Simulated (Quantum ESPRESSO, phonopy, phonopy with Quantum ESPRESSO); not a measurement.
# Grüneisen parameters and expansion of KCl (Fm-3m), part 8 of 8

Which modes of KCl drive its thermal expansion?

Experimental results on record:
- volume expansion coefficient 111.3 1e-6/K and heat capacity C_P per formula unit 51.7 J/mol/K near room temperature (given in “High-Throughput Prediction of Finite-Temperature Properties using the Quasi-Harmonic Approximation”, 2016, arXiv:1603.06924)
- volume expansion coefficient 114.9 1e-6/K near room temperature (given in “Descriptors for thermal expansion in solids”, 2017, arXiv:1701.03966)

Quantum ESPRESSO 7.5; DFT LDA, scalar-relativistic, plane waves, GBRV ultrasoft pseudopotentials.

So far. Step 25 (Ground state at this cell, V/V0 1.05): The run ends at a pressure of -1.49 GPa. Step 26 (Born charges and dielectric tensor): The Born charges sum to zero within 0.014 e; the rest is removed before use. Acoustic frequencies in this log differ from zero by the error of the sum rule, which ph.x does not impose.

## Step 27: A displaced supercell

One atom (for the harmonic constants) or a pair of atoms (for the cubic ones) is moved by a few hundredths of an ångström; the forces on all atoms give a column of force constants. The threshold is tight because the forces are small.

System of this step: KCl. Symmetry: Imm2, No. 44, orthorhombic system. Conventional cell: a = 8.693 Å, b = 12.293 Å, c = 8.693 Å, α = 90.00°, β = 90.00°, γ = 90.00°. Nearest to K lie 6 Cl at 3.06 to 3.09 Å. Nearest to K lie 6 Cl at 3.07 Å. K has 6 Cl at 3.07 Å nearest. Nearest to Cl lie 6 K at 3.07 Å. Farther neighbours and most contacts between anions are not listed.

disp-00001.in

```
&CONTROL
  calculation = 'scf'
  prefix      = 'x'
  outdir      = './tmp'
  pseudo_dir  = './pseudo'
  tprnfor     = .true.
  disk_io     = 'none'
/
&SYSTEM
  ibrav       = 0
  nat         = 16
  ntyp        = 2
  ecutwfc     = 40.0
  ecutrho     = 240.0
  occupations = 'fixed'
  nbnd        = 66
/
&ELECTRONS
  conv_thr         = 1.0d-11
  mixing_beta      = 0.7
  electron_maxstep = 100
/
ATOMIC_SPECIES
 K      39.0983  K.upf
 Cl     35.4500  Cl.upf
CELL_PARAMETERS angstrom
     0.000000000    6.146711554    6.146711554
     6.146711554    0.000000000    6.146711554
     6.146711554    6.146711554    0.000000000
ATOMIC_POSITIONS crystal
 K      0.002300764   0.000000000   0.000000000
 K      0.500000000   0.000000000   0.000000000
 K      0.000000000   0.500000000   0.000000000
 K      0.500000000   0.500000000   0.000000000
 K      0.000000000   0.000000000   0.500000000
 K      0.500000000   0.000000000   0.500000000
 K      0.000000000   0.500000000   0.500000000
 K      0.500000000   0.500000000   0.500000000
 Cl     0.250000000   0.250000000   0.250000000
 Cl     0.750000000   0.250000000   0.250000000
 Cl     0.250000000   0.750000000   0.250000000
 Cl     0.750000000   0.750000000   0.250000000
 Cl     0.250000000   0.250000000   0.750000000
 Cl     0.750000000   0.250000000   0.750000000
 Cl     0.250000000   0.750000000   0.750000000
 Cl     0.750000000   0.750000000   0.750000000
K_POINTS automatic
 3 3 3 0 0 0
```

Launch:

```
$ OMP_NUM_THREADS=1 mpirun -n 4 pw.x -nk 4 -in disp-00001.in > disp-00001.out
```

Log:

```text
[banner, memory and clock lines left out]
Program PWSCF v.7.5

     Message from routine setup:
     using ibrav=0 with symmetry is DISCOURAGED, use correct ibrav instead

     G-vector sticks info

     bravais-lattice index     =            0
     lattice parameter (alat)  =      16.4269  a.u.
     unit-cell volume          =    3134.4049 (a.u.)^3
     number of atoms/cell      =           16
     number of atomic types    =            2
     number of electrons       =       128.00
[...]
atom    1 type  1   force =     0.00000000   -0.00117830   -0.00117830
     atom    2 type  1   force =     0.00000000    0.00025640    0.00025640
     atom    3 type  1   force =     0.00018485   -0.00002448    0.00007276
[...]
atom   15 type  2   force =     0.00000104    0.00004330    0.00004330
     atom   16 type  2   force =     0.00000059   -0.00001994   -0.00001994

     Total force =     0.001904     Total SCF correction =     0.000005
     Message from routine punch:
     Nothing written, as per user request (disk_io='none')
[key lines of the parts left out:]
!    total energy              =    -724.33097871 Ry
convergence has been achieved in  21 iterations
```

Elapsed: 5.3 min, on 4 MPI ranks of Arm Neoverse N1, shared host.

## Step 28: Lattice dynamics at this volume, V/V0 1.05

This step: DFT LDA, scalar-relativistic, plane waves, GBRV ultrasoft pseudopotentials (phonopy with Quantum ESPRESSO 4.10.0 / 7.5).

Wall time 6.2 min (8 threads); 46 min of CPU time.

Phonopy, LO-TO term from ph.x's tensors. Phonon branches along the path, in cm⁻¹:

```csv
point,branch 1,branch 2,branch 3,branch 4,branch 5,branch 6
Γ,0,0,0,149,149,212
X,59,59,107,152,152,156
U,76,96,102,141,149,157
jump to K,76,96,102,141,149,157
Γ,0,0,0,149,149,212
L,108,108,116,116,151,160
W,86,86,118,121,156,156
X,59,59,107,152,152,156
```

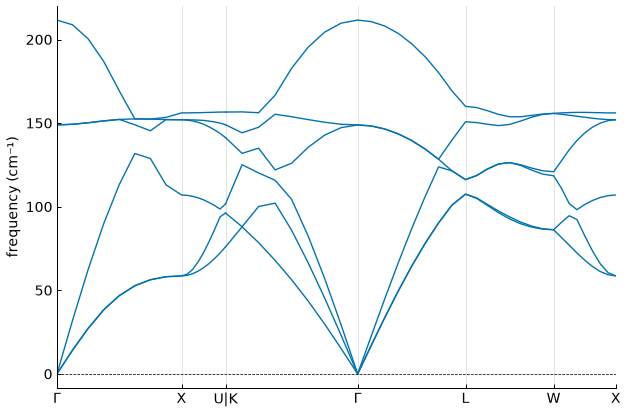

Phonon branches along the path.

No mode is imaginary beyond numerical noise along the path. The highest zone-centre mode (no LO–TO term) moved by -10.8 % for a volume change of +5.0 %.

The time given is that of the 2 pw.x runs on displaced cells behind this step.

## Step 29: How the modes move with volume

This step: DFT LDA, scalar-relativistic, plane waves, GBRV ultrasoft pseudopotentials (phonopy 4.10.0).

This step gave:

- share of modes with a negative Grüneisen parameter: 0.124

Mean Grüneisen, by row:

```csv
T (K),heat-capacity-weighted mean,root mean square
50,1.052,1.519
100,1.349,1.69
200,1.433,1.737
300,1.449,1.745
500,1.457,1.75
800,1.46,1.751
```

The mean mode Grueneisen parameter by wavenumber:

```csv
wavenumber (cm⁻¹),mean mode Grueneisen parameter
3.7,-
18.7,-0.728
26.2,0.921
41.1,0.431
56.1,-0.401
71.0,0.376
78.5,0.366
93.5,0.588
108.4,1.31
115.9,1.63
130.8,1.79
145.8,2
153.3,2.06
168.2,2.24
183.2,1.52
198.1,1.28
205.6,1.28
220.6,1.29
```

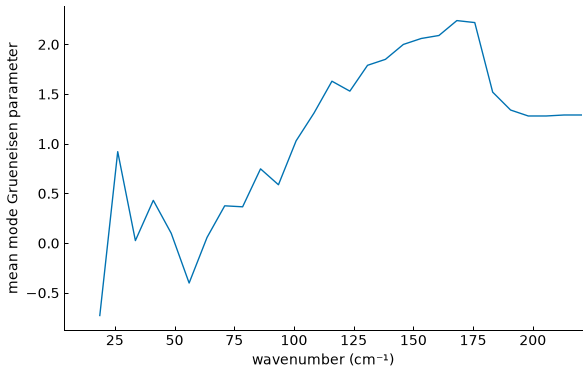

Mean mode Grueneisen parameter against wavenumber.

Volume series, by row:

```csv
V/V0,V (Å³/atom),pressure (GPa),E - E0 (meV/atom),gap (eV),zero-point energy (meV/atom),lowest on the path (cm⁻¹),highest at Gamma without the LO-TO term (cm⁻¹)
0.97,26.82,0.434,3.904,5.282,25.45,0,178.6
0.985,27.23,0.002,1.279,5.221,24.82,0,172.7
1,27.65,-0.4,0,5.163,24.2,0,167
1.015,28.06,-0.767,-0.316,5.107,23.61,0,161.4
1.03,28.48,-1.097,0.146,5.052,23.01,0,156
1.05,29.03,-1.495,2.153,4.982,22.23,0,148.9
```

Optical frequency at Gamma without the LO-TO term, mode 4 against V/V0:

```csv
V/V0,"optical frequency at Gamma without the LO-TO term, mode 4 (cm⁻¹)"
0.9700,179
0.9850,173
1.0000,167
1.0150,161
1.0300,156
1.0500,149
```

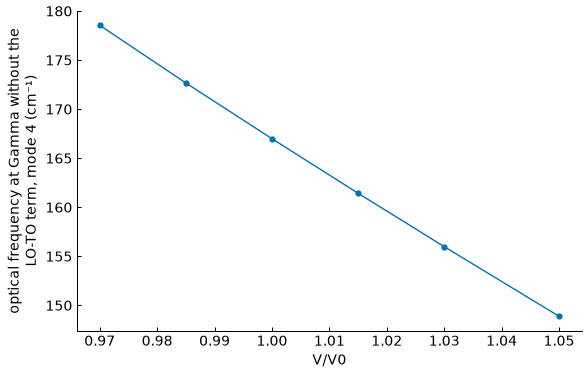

Optical frequency at Gamma without the LO-TO term, mode 4, plotted against V/V0.

Grüneisen at points, by row:

```csv
point,branch,frequency (cm⁻¹),mode Grüneisen parameter
Γ,4,167,2.25
Γ,6,225.5,1.3
X,1,55.4,-1.52
X,3,104,-0.67
X,4,171.9,2.39
X,6,177.7,2.52
U,1,79.5,0.89
U,2,93.4,-0.71
U,3,104.9,0.62
U,4,159.7,2.38
U,5,166.8,2.21
U,6,177.6,2.45
K,1,79.5,0.89
K,2,93.4,-0.71
K,3,104.9,0.62
K,4,159.7,2.38
K,5,166.8,2.21
K,6,177.6,2.45
L,1,120.1,2.15
L,3,129.4,2.13
L,5,161.2,1.37
L,6,170.3,1.29
W,1,83.4,-0.82
W,3,130.7,1.92
W,4,133.1,1.92
W,5,176.4,2.42
```

The printed pressures lie 0.73 GPa below −dE/dV of the same runs on average, in a series that spans 1.9 GPa: energy and stress disagree, as they do when the basis is incomplete, so the pressures are not converged, and volume, bulk modulus and expansion from the fit are rough.

## Step 30: Quasi-harmonic fit by phonopy

The energy (each curve on its own zero) by volume; values in meV/atom:

```csv
volume (Å³/atom),static,F at 0 K,F at 300 K,F at 900 K
26.818,4.22,5.79,8.77,17.4
27.232,1.6,2.53,4.39,9.68
27.647,0.32,0.63,1.34,3.28
28.062,0,-0.29,-0.75,-2.16
28.477,0.46,-0.41,-2.1,-6.95
29.029,2.47,0.81,-2.58,-12.2
```

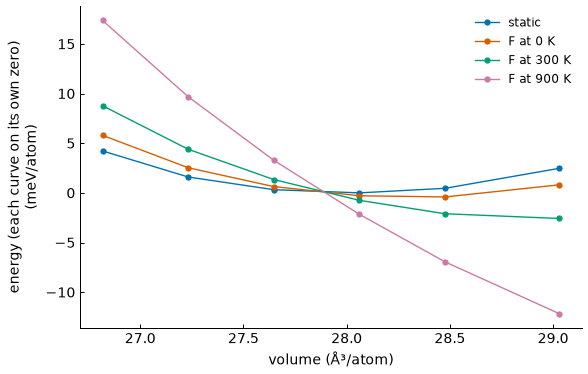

Energy (each curve on its own zero) against volume.

Phonopy-qha, vinet fit of F(V) at each temperature; no electronic free energy. Qha vinet, by row:

```csv
T (K),fitted volume (Å³/atom),alpha_V (1e-6/K),B_T (GPa),C_P (J/mol-atom/K),Grueneisen
75,28.33,57.62,21.47,15.67,1.34
100,28.37,76.22,20.98,19.2,1.438
125,28.43,88.99,20.43,21.27,1.49
150,28.5,98.62,19.83,22.57,1.523
175,28.57,106.7,19.2,23.47,1.548
200,28.65,114.2,18.54,24.14,1.569
225,28.74,121.5,17.85,24.68,1.589
```

Table of volume expansion coefficient, phonopy-qha, Vinet by temperature:

```csv
temperature (K),"volume expansion coefficient, phonopy-qha, Vinet (1e-6/K)"
75.0,57.6
100.0,76.2
125.0,89.0
150.0,98.6
175.0,107
200.0,114
225.0,121
```

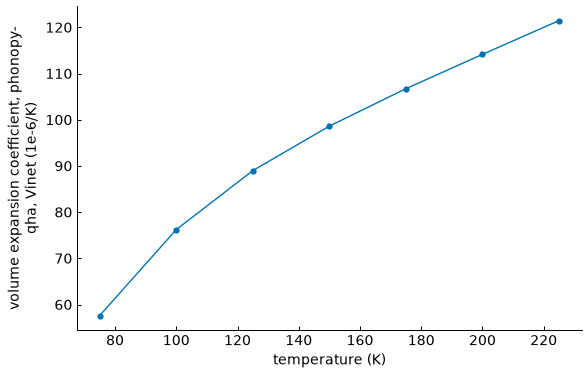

Volume expansion coefficient, phonopy-qha, Vinet, plotted against temperature.

## Step 31: What came out

- mean mode Grüneisen parameter at 300 K: 1.45

In words: The table stops at 225 K because beyond it the fitted volume comes within 1 % of the largest computed cell, where the fit loses its support. The heat-capacity-weighted Grüneisen parameter goes from 1.05 at 50 K to 1.46 at 800 K; 12 % of the modes stiffen on expansion. Weighting γ by the density of states and each mode's heat capacity at 300 K, modes below 80 cm⁻¹ give about 1 % of the sum of γC that drives the expansion, those up to 150 cm⁻¹ 41 % and the rest 57 %. Among the labelled points γ is largest for branch 6 at X (178 cm⁻¹, 2.5) and most negative for branch 1 at X (55.4 cm⁻¹, -1.5). The printed pressures lie 0.73 GPa below −dE/dV of the same runs on average, in a series that spans 1.9 GPa: energy and stress disagree, as they do when the basis is incomplete, so the pressures are not converged, and volume, bulk modulus and expansion from the fit are rough. The supercell is 7.1 Å across at its narrowest and was not tested against a larger one: only its own wavevectors are exact, and acoustic branches between them, with the entropy at low temperature, can be off.

[Logs are printed without paths, hosts, clocks, repeated set-up lines and the standing remarks that a program may print on its own settings, such as how far it seeks lower states.]

[Hosts, paths, dates, database ids (printed as entryN), source tags and the programs' standing remarks are cut or masked in the printed files.]

[A step with changed settings may run another functional than the one named; its input shows which.]

[Of the runs on displaced cells, only some may be shown.]
